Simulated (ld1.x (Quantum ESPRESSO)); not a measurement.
# Pseudopotential generation for Ti: PAW, PBE, part 2 of 2

Task: generate the file, and judge it by its errors in other configurations, its logarithmic derivatives, its ghosts and its cutoff.

ld1.x (Quantum ESPRESSO) 7.5; PBE, scalar-relativistic. Earlier steps stand in the parts before.

### 3 Testing the new file in other configurations

Ti.test.in reads:

```
 &input
   title='Ti', zed=22., rel=1, dft='PBE', iswitch=2,
   config='[Ar] 3d2.5 4s1.5 4p0'
 /
 &test
   file_pseudo='Ti.UPF', nconf=8,
   configts(1)='3s2 3p6 3d2.5 4s1.5 4p0',
   configts(2)='3s2 3p6 3d2 4s2 4p0',
   configts(3)='3s2 3p6 3d2 4s1 4p0',
   configts(4)='3s2 3p6 3d2 4s0 4p0',
   configts(5)='3s2 3p6 3d1 4s2 4p1',
   configts(6)='3s2 3p5 3d2 4s2 4p0',
   configts(7)='3s2 3p6 3d1 4s2 4p0',
   configts(8)='3s2 3p6 3d1 4s0 4p0'
 /
```

The run is started by

```bash
ld1.x < Ti.test.in > Ti.test.out
```

Ti.test.out, the pseudopotential blocks, each with the warnings that came before it:

```text
     ---------------------- Testing the pseudopotential ----------------------

     Ti
     scalar relativistic calculation

     atomic number is 22.00   valence charge is 12.00
     dft =SLA  PW   PBX  PBC   lsd =0 sic =0 latt =0  beta=0.20 tr2=1.0E-14
     mesh =1177 r(mesh) = 100.37945 xmin = -7.00 dx = 0.01250

     n l     nl             e AE (Ry)        e PS (Ry)    De AE-PS (Ry)
     1 0     3S   1( 2.00)       -4.46411       -4.46409       -0.00002
     2 1     3P   1( 6.00)       -2.72338       -2.72337       -0.00002
     3 2     3D   1( 2.50)       -0.21215       -0.21214       -0.00001
     2 0     4S   1( 1.50)       -0.29708       -0.29708       -0.00000
     3 1     4P   1( 0.00)       -0.09238       -0.09238       -0.00000

     eps = 6.6E-16  iter =  6

     Etot =   -1707.105206 Ry,    -853.552603 Ha,  -23226.349556 eV
     Etotps =  -183.184815 Ry,     -91.592407 Ha,   -2492.356375 eV

     Ekin =     136.757706 Ry,      68.378853 Ha,    1860.683382 eV
     Encl =    -330.355455 Ry,    -165.177728 Ha,   -4494.714945 eV
     Ehrt =      94.403889 Ry,      47.201944 Ha,    1284.430340 eV
     Ecxc =     -83.990955 Ry,     -41.995477 Ha,   -1142.755153 eV
     (Ecc =     -24.068669 Ry,     -12.034334 Ha,    -327.470920 eV)

     ---------------------- End of pseudopotential test ----------------------

     ---------------------- Testing the pseudopotential ----------------------

     Ti
     scalar relativistic calculation

     atomic number is 22.00   valence charge is 12.00
     dft =SLA  PW   PBX  PBC   lsd =0 sic =0 latt =0  beta=0.20 tr2=1.0E-14
     mesh =1177 r(mesh) = 100.37945 xmin = -7.00 dx = 0.01250

     n l     nl             e AE (Ry)        e PS (Ry)    De AE-PS (Ry)
     1 0     3S   1( 2.00)       -4.60347       -4.60518        0.00172
     2 1     3P   1( 6.00)       -2.85621       -2.85766        0.00144
     3 2     3D   1( 2.00)       -0.31302       -0.31384        0.00082
     2 0     4S   1( 2.00)       -0.32830       -0.32816       -0.00014
     3 1     4P   1( 0.00)       -0.10777       -0.10770       -0.00007

     eps = 7.4E-15  iter = 12

     Etot =   -1707.131133 Ry,    -853.565567 Ha,  -23226.702321 eV
     Etotps =  -183.210599 Ry,     -91.605299 Ha,   -2492.707181 eV
     dEtot_ae =      -0.025928 Ry
     dEtot_ps =      -0.025784 Ry,   Delta E=      -0.000144 Ry

     Ekin =     136.696709 Ry,      68.348354 Ha,    1859.853468 eV
     Encl =    -329.054431 Ry,    -164.527215 Ha,   -4477.013606 eV
     Ehrt =      92.983880 Ry,      46.491940 Ha,    1265.110143 eV
     Ecxc =     -83.836757 Ry,     -41.918378 Ha,   -1140.657185 eV
     (Ecc =     -24.068669 Ry,     -12.034334 Ha,    -327.470920 eV)

     ---------------------- End of pseudopotential test ----------------------

     ---------------------- Testing the pseudopotential ----------------------

     Ti
     scalar relativistic calculation

     atomic number is 22.00   valence charge is 12.00
     dft =SLA  PW   PBX  PBC   lsd =0 sic =0 latt =0  beta=0.20 tr2=1.0E-14
     mesh =1177 r(mesh) = 100.37945 xmin = -7.00 dx = 0.01250

     n l     nl             e AE (Ry)        e PS (Ry)    De AE-PS (Ry)
     1 0     3S   1( 2.00)       -5.13888       -5.14004        0.00116
     2 1     3P   1( 6.00)       -3.39209       -3.39307        0.00098
     3 2     3D   1( 2.00)       -0.83550       -0.83611        0.00061
     2 0     4S   1( 1.00)       -0.76075       -0.76066       -0.00009
     3 1     4P   1( 0.00)       -0.48549       -0.48508       -0.00040

     eps = 1.7E-15  iter =  7

     Etot =   -1706.591160 Ry,    -853.295580 Ha,  -23219.355616 eV
     Etotps =  -182.670703 Ry,     -91.335352 Ha,   -2485.361532 eV
     dEtot_ae =       0.514045 Ry
     dEtot_ps =       0.514112 Ry,   Delta E=      -0.000066 Ry

     Ekin =     136.199803 Ry,      68.099902 Ha,    1853.092725 eV
     Encl =    -322.267242 Ry,    -161.133621 Ha,   -4384.669199 eV
     Ehrt =      86.915675 Ry,      43.457837 Ha,    1182.547997 eV
     Ecxc =     -83.518939 Ry,     -41.759470 Ha,   -1136.333054 eV
     (Ecc =     -24.068669 Ry,     -12.034334 Ha,    -327.470920 eV)

     ---------------------- End of pseudopotential test ----------------------

     Warning: n=3, l=1 expected 1 nodes, found 0
     ---------------------- Testing the pseudopotential ----------------------

     Ti
     scalar relativistic calculation

     atomic number is 22.00   valence charge is 12.00
     dft =SLA  PW   PBX  PBC   lsd =0 sic =0 latt =0  beta=0.20 tr2=1.0E-14
     mesh =1177 r(mesh) = 100.37945 xmin = -7.00 dx = 0.01250

     n l     nl             e AE (Ry)        e PS (Ry)    De AE-PS (Ry)
     1 0     3S   1( 2.00)       -5.77330       -5.77375        0.00045
     2 1     3P   1( 6.00)       -4.02515       -4.02552        0.00037
     3 2     3D   1( 2.00)       -1.44648       -1.44673        0.00024
     2 0     4S   1( 0.00)       -1.24186       -1.24180       -0.00006
     3 1     4P   1( 0.00)       -0.91224       -0.91224        0.00000

     eps = 4.7E-15  iter =  7

     Etot =   -1705.593615 Ry,    -852.796807 Ha,  -23205.783315 eV
     Etotps =  -181.673159 Ry,     -90.836579 Ha,   -2471.789247 eV
     dEtot_ae =       1.511591 Ry
     dEtot_ps =       1.511656 Ry,   Delta E=      -0.000065 Ry

     Ekin =     135.210714 Ry,      67.605357 Ha,    1839.635476 eV
     Encl =    -314.004295 Ry,    -157.002147 Ha,   -4272.246072 eV
     Ehrt =      80.304246 Ry,      40.152123 Ha,    1092.594924 eV
     Ecxc =     -83.183823 Ry,     -41.591912 Ha,   -1131.773575 eV
     (Ecc =     -24.068669 Ry,     -12.034334 Ha,    -327.470920 eV)

     ---------------------- End of pseudopotential test ----------------------

     BEWARE! Errors in PS-KS equations
     Warning: n=1, l=0 expected 0 nodes, found 1
     Warning: n=2, l=1 expected 0 nodes, found 1
     ---------------------- Testing the pseudopotential ----------------------

     Ti
     scalar relativistic calculation

     atomic number is 22.00   valence charge is 12.00
     dft =SLA  PW   PBX  PBC   lsd =0 sic =0 latt =0  beta=0.20 tr2=1.0E-14
     mesh =1177 r(mesh) = 100.37945 xmin = -7.00 dx = 0.01250

     n l     nl             e AE (Ry)        e PS (Ry)    De AE-PS (Ry)
     1 0     3S   1( 2.00)       -5.06938       -5.56735        0.49797  !
     2 1     3P   1( 6.00)       -3.30341       -3.79930        0.49589  !
     3 2     3D   1( 1.00)       -0.68514       -1.17433        0.48919  !
     2 0     4S   1( 2.00)       -0.45729       -0.87718        0.41989  !
     3 1     4P   1( 1.00)       -0.18855       -0.18855        0.00000

     eps = 3.5E-15  iter = 23

     Etot =   -1706.787734 Ry,    -853.393867 Ha,  -23222.030139 eV
     Etotps =  -182.679454 Ry,     -91.339727 Ha,   -2485.480597 eV
     dEtot_ae =       0.317471 Ry
     dEtot_ps =       0.505360 Ry,   Delta E=      -0.187889 Ry

     Ekin =     135.295228 Ry,      67.647614 Ha,    1840.785356 eV
     Encl =    -317.758115 Ry,    -158.879057 Ha,   -4323.319395 eV
     Ehrt =      82.793597 Ry,      41.396798 Ha,    1126.464270 eV
     Ecxc =     -83.010165 Ry,     -41.505082 Ha,   -1129.410827 eV
     (Ecc =     -24.068669 Ry,     -12.034334 Ha,    -327.470920 eV)

     ---------------------- End of pseudopotential test ----------------------

     ---------------------- Testing the pseudopotential ----------------------

     Ti
     scalar relativistic calculation

     atomic number is 22.00   valence charge is 12.00
     dft =SLA  PW   PBX  PBC   lsd =0 sic =0 latt =0  beta=0.20 tr2=1.0E-14
     mesh =1177 r(mesh) = 100.37945 xmin = -7.00 dx = 0.01250

     n l     nl             e AE (Ry)        e PS (Ry)    De AE-PS (Ry)
     1 0     3S   1( 2.00)       -5.65228       -5.66567        0.01338  !
     2 1     3P   1( 5.00)       -3.88201       -3.89297        0.01096  !
     3 2     3D   1( 2.00)       -1.23972       -1.24818        0.00846  !
     2 0     4S   1( 2.00)       -0.89058       -0.89039       -0.00019
     3 1     4P   1( 0.00)       -0.57505       -0.57505        0.00000

     eps = 5.1E-15  iter = 14

     Etot =   -1703.782791 Ry,    -851.891396 Ha,  -23181.145807 eV
     Etotps =  -179.855699 Ry,     -89.927849 Ha,   -2447.061445 eV
     dEtot_ae =       3.322414 Ry
     dEtot_ps =       3.329116 Ry,   Delta E=      -0.006702 Ry

     Ekin =     131.442999 Ry,      65.721499 Ha,    1788.373102 eV
     Encl =    -310.514378 Ry,    -155.257189 Ha,   -4224.763334 eV
     Ehrt =      81.878475 Ry,      40.939237 Ha,    1114.013398 eV
     Ecxc =     -82.662794 Ry,     -41.331397 Ha,   -1124.684611 eV
     (Ecc =     -24.068669 Ry,     -12.034334 Ha,    -327.470920 eV)

     ---------------------- End of pseudopotential test ----------------------

     ---------------------- Testing the pseudopotential ----------------------

     Ti
     scalar relativistic calculation

     atomic number is 22.00   valence charge is 12.00
     dft =SLA  PW   PBX  PBC   lsd =0 sic =0 latt =0  beta=0.20 tr2=1.0E-14
     mesh =1177 r(mesh) = 100.37945 xmin = -7.00 dx = 0.01250

     n l     nl             e AE (Ry)        e PS (Ry)    De AE-PS (Ry)
     1 0     3S   1( 2.00)       -5.55534       -5.56735        0.01201  !
     2 1     3P   1( 6.00)       -3.78916       -3.79930        0.01014  !
     3 2     3D   1( 1.00)       -1.16621       -1.17433        0.00811  !
     2 0     4S   1( 2.00)       -0.87720       -0.87718       -0.00002
     3 1     4P   1( 0.00)       -0.56807       -0.56807        0.00000

     eps = 6.7E-15  iter = 10

     Etot =   -1706.414923 Ry,    -853.207461 Ha,  -23216.957777 eV
     Etotps =  -182.490904 Ry,     -91.245452 Ha,   -2482.915238 eV
     dEtot_ae =       0.690283 Ry
     dEtot_ps =       0.693911 Ry,   Delta E=      -0.003628 Ry

     Ekin =     135.483778 Ry,      67.741889 Ha,    1843.350706 eV
     Encl =    -317.758114 Ry,    -158.879057 Ha,   -4323.319383 eV
     Ehrt =      82.793596 Ry,      41.396798 Ha,    1126.464265 eV
     Ecxc =     -83.010165 Ry,     -41.505082 Ha,   -1129.410826 eV
     (Ecc =     -24.068669 Ry,     -12.034334 Ha,    -327.470920 eV)

     ---------------------- End of pseudopotential test ----------------------

     ---------------------- Testing the pseudopotential ----------------------

     Ti
     scalar relativistic calculation

     atomic number is 22.00   valence charge is 12.00
     dft =SLA  PW   PBX  PBC   lsd =0 sic =0 latt =0  beta=0.20 tr2=1.0E-14
     mesh =1177 r(mesh) = 100.37945 xmin = -7.00 dx = 0.01250

     n l     nl             e AE (Ry)        e PS (Ry)    De AE-PS (Ry)
     1 0     3S   1( 2.00)       -6.98557       -7.00040        0.01482  !
     2 1     3P   1( 6.00)       -5.21266       -5.22542        0.01276  !
     3 2     3D   1( 1.00)       -2.54976       -2.56085        0.01109  !
     2 0     4S   1( 0.00)       -1.94362       -1.94394        0.00032
     3 1     4P   1( 0.00)       -1.53584       -1.53584        0.00000

     eps = 1.3E-15  iter =  7

     Etot =   -1703.612957 Ry,    -851.806478 Ha,  -23178.835093 eV
     Etotps =  -179.688255 Ry,     -89.844127 Ha,   -2444.783252 eV
     dEtot_ae =       3.492249 Ry
     dEtot_ps =       3.496560 Ry,   Delta E=      -0.004311 Ry

     Ekin =     132.422549 Ry,      66.211274 Ha,    1801.700564 eV
     Encl =    -298.672166 Ry,    -149.336083 Ha,   -4063.641840 eV
     Ehrt =      68.693796 Ry,      34.346898 Ha,     934.626707 eV
     Ecxc =     -82.132433 Ry,     -41.066217 Ha,   -1117.468683 eV
     (Ecc =     -24.068669 Ry,     -12.034334 Ha,    -327.470920 eV)

     ---------------------- End of pseudopotential test ----------------------
```

1 test gave no usable energy difference (3s2 3p6 3d1 4s2 4p1).

The tests as a table, with energies relative to 3s2 3p6 3d2.5 4s1.5 4p0. A star marks tests that logged a warning.

```tsv
valence configuration	charge	ΔE all-electron (eV)	error AE − PS (meV)
3s2 3p6 3d2 4s2 4p0	0	-0.353	-2.0
3s2 3p6 3d2 4s1 4p0	+1	6.994	-0.9
3s2 3p6 3d2 4s0 4p0 *	+2	20.566	-0.9
3s2 3p5 3d2 4s2 4p0	+1	45.204	-91
3s2 3p6 3d1 4s2 4p0	+1	9.392	-49
3s2 3p6 3d1 4s0 4p0	+3	47.514	-59
```

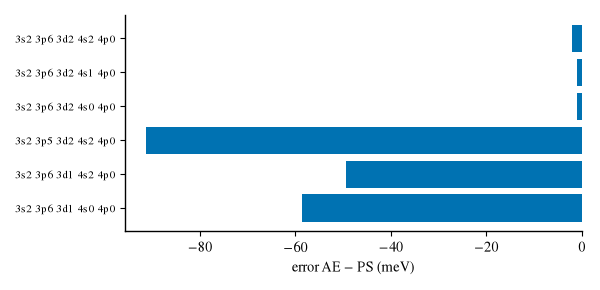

Error of the potential in each test configuration.

### 4 Logarithmic derivatives

Taken from the files of the generation run. The phase is arctan(r·u′/u) with u = r·R, unwrapped, with energies in Ry. A pole is an energy at which the radial function vanishes at the test radius. The pseudo phase is shifted by a multiple of π to meet the all-electron one at the reference energy. Levels narrower than the energy grid can be missing from the poles. The last column is the largest difference on the grid between −1 and +1 Ry.

| channel | radius (bohr) | reference (Ry) | poles AE | poles PS | window around the reference with phases within 0.05 rad (Ry) | largest difference near zero (rad) |
| --- | --- | --- | --- | --- | --- | --- |
| s | 2.59 | -0.30 | -4.43, 2.58 | -4.43, 2.58 | the whole range | 0.000 |
| p | 2.59 | -0.09 | -2.65, 3.50 | -2.65, 4.89 | below 0.7 | 0.058 |
| d | 2.59 | -0.21 | 0.11, 4.88 | 0.11, 4.89 | the whole range | 0.000 |

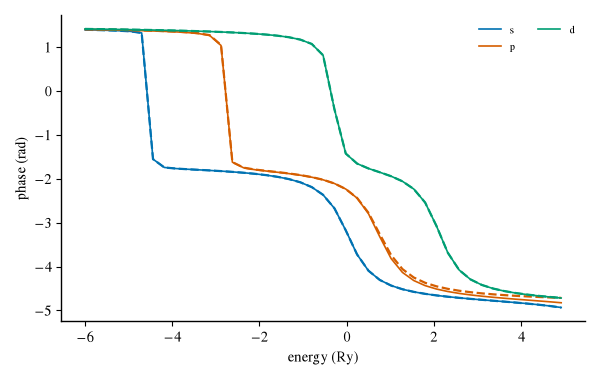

Phases by channel: all-electron solid, pseudo dashed.

### 5 Plane-wave convergence, by spherical Bessel functions

A separate test, outside the generator: the pseudo-atom's Hamiltonian at the reference potential is diagonalised in spherical Bessel functions j_l(qr) that vanish at 20 bohr, with q² up to the cutoff.

All-electron valence levels (Ry): 3s -4.4641, 4s -0.2971, 3p -2.7234, 4p -0.0924, 3d -0.2122. The lowest levels of each channel (Ry) by cutoff; the last column sums, over occupied levels, occupation times the distance from the level at 400 Ry. A positive value at high cutoff is not a bound level.

```tsv
cutoff (Ry)	s #1	s #2	p #1	p #2	d #1	f #1	Σ f·Δε (mRy)
8	-4.1932	-0.2592	-2.6653	-0.0918	0.0364	0.1020	1568.9
15	-4.4253	-0.2858	-2.7230	-0.0923	0.0329	0.1020	709.5
30	-4.4638	-0.2961	-2.7234	-0.0924	0.0204	0.1020	583.7
45	-4.4640	-0.2971	-2.7234	-0.0924	-0.0164	0.1020	489.7
60	-4.4641	-0.2971	-2.7234	-0.0924	-0.0873	0.1020	312.4
90	-4.4641	-0.2971	-2.7234	-0.0924	-0.1839	0.1020	70.9
120	-4.4641	-0.2971	-2.7234	-0.0924	-0.2085	0.1020	9.4
140	-4.4641	-0.2971	-2.7234	-0.0924	-0.2115	0.1020	1.7
160	-4.4641	-0.2971	-2.7234	-0.0924	-0.2119	0.1020	0.9
200	-4.4641	-0.2971	-2.7234	-0.0924	-0.2120	0.1020	0.6
400	-4.4641	-0.2971	-2.7234	-0.0924	-0.2122	0.1020	0.0
```

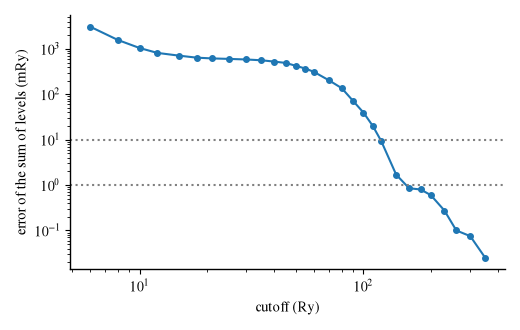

Occupation-weighted error of the valence levels against the cutoff; the dotted lines mark 10 and 1 mRy.

The sum stays within 10 mRy from 120 Ry and within 1 mRy from 160 Ry. The sum leaves out empty levels, which can need more. Ghost test: no level below the all-electron spectrum of its channel (s, p, d, f tested).

### 6 Summary of results

What follows sums up all 2 parts.

```
                                                quantity                                               value
               cutoffs for 10 and 1 mRy, occupied levels                                   120 Ry and 160 Ry
                                            bound ghosts                                          none found
                            largest test error (AE − PS)  -91 meV, for 3s2 3p5 3d2 4s2 4p0 (1 test unsolved)
largest phase difference near zero energy, channels read                                           0.058 rad
         lowest eigenvalue of the overlap (Bessel basis)                                           0.211 (s)
               density cutoff estimated by the generator                                              673 Ry
```

**Reading.** The worst unpolarised test, 3s2 3p5 3d2 4s2 4p0, is off by 91 meV on 45.2 eV; by total energies transferability rates as fair where solved. That test lies far up in energy; among those under 40 eV, nearer to bonding, the largest error is 49 meV. Of the tests 1 gave no usable energy difference, which is a warning in itself. The potential is hard: the looser tolerance needs 120 Ry. The slowest occupied level is 3d: taken alone it needs 140 Ry to come within 1 mRy, against 35 Ry for 4s. The Bessel-basis test finds no level below the valence levels. Near zero energy the largest phase difference among the channels read is 0.06 rad, in the p channel. All of this concerns the isolated atom, not yet a solid.
